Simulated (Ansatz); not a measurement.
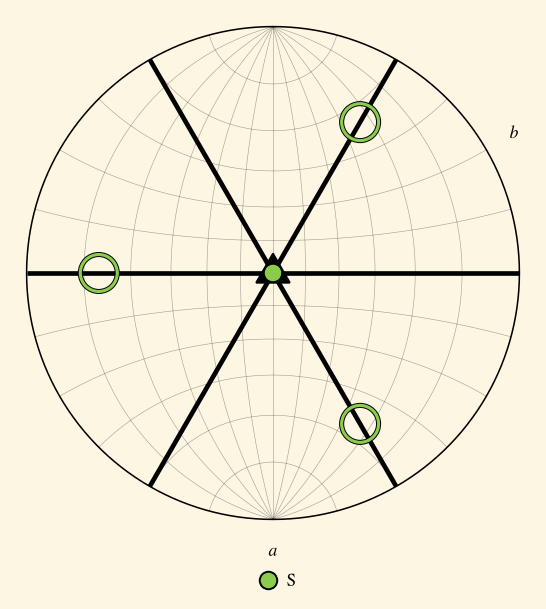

Directions from one zinc atom at (0, 0, 0) to its bonded neighbours, in stereographic projection down c (filled: above the plane of the page or in it, open: below). Crystal: ZnS, the geometry relaxed with Ansatz 0.2.0, DFT, PBE, plane waves, PAW. The drawing is computed from the coordinates (standard cell, symmetry found to 0.002 Å).

Neighbours are counted up to 2.77 Å for S. The symmetry elements of the site are drawn in: heavy lines are mirror planes (a heavy rim: a mirror in the plane of the page); lens, triangle, square and hexagon are 2-, 3-, 4- and 6-fold axes, a lens in an open square is −4, a triangle in an open hexagon −6; thin dashed diameters join the ends of axes that lie in the page; a small open circle marks inversion.

```cif
data_structure
_symmetry_space_group_name_H-M 'P 1'
_symmetry_Int_Tables_number 1
_cell_length_a 3.8473
_cell_length_b 3.8473
_cell_length_c 25.1570
_cell_angle_alpha 90.000
_cell_angle_beta 90.000
_cell_angle_gamma 120.000
_cell_volume 322.47
loop_
_atom_site_label
_atom_site_type_symbol
_atom_site_fract_x
_atom_site_fract_y
_atom_site_fract_z
_atom_site_occupancy
Zn1 Zn 0.33333 0.66667 0.75003 1
Zn2 Zn 0.33333 0.66667 0.12494 1
Zn3 Zn 0.00000 0.00000 0.00004 1
Zn4 Zn 0.66667 0.33333 0.87515 1
Zn5 Zn 0.66667 0.33333 0.25003 1
Zn6 Zn 0.33333 0.66667 0.37515 1
Zn7 Zn 0.00000 0.00000 0.50004 1
Zn8 Zn 0.66667 0.33333 0.62494 1
S1 S 0.00000 0.00000 0.59372 1
S2 S 0.66667 0.33333 0.96881 1
S3 S 0.33333 0.66667 0.21863 1
S4 S 0.66667 0.33333 0.34389 1
S5 S 0.33333 0.66667 0.84389 1
S6 S 0.33333 0.66667 0.46881 1
S7 S 0.66667 0.33333 0.71863 1
S8 S 0.00000 0.00000 0.09372 1
```

> How many neighbours are there, and at what angles?

4: 4 S at 2.36 Å. Angles between bonds: 109° (6×).

> What is the site's symmetry in the crystal?

Point group 3m (C3v), order 6: one threefold axis, three mirror planes. In P6₃mc (No. 186) this is Wyckoff position 2a.
